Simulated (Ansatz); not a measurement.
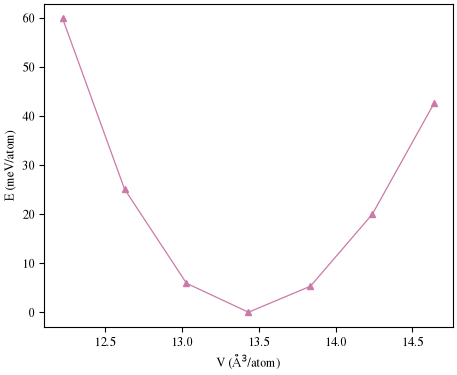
Figure. BaTiNOF in space group Pmmm (No. 47; Pearson symbol oP5) under volume change, r²SCAN (plane waves, PAW; program Ansatz), shape and atoms relaxed at each volume.

Q: What does a third-order Birch–Murnaghan fit give for V₀, B₀ and B′?

A: V₀ = 13.43 Å³/atom, B₀ = 148 GPa, B′ = 4.6.

The start of the workflow was typed in or built on a structure type; neither database checked (COD, Materials Project) lists it. Whether it is the stable phase at ambient conditions was not checked. Symmetry was held in the r²SCAN relaxation; whether a distortion lowers the energy is not shown. The workflow began spin-polarised and lost its moments. Spin–orbit coupling is left out wherever it is not named.

Potentials: the earlier of the program's two PAW sets.
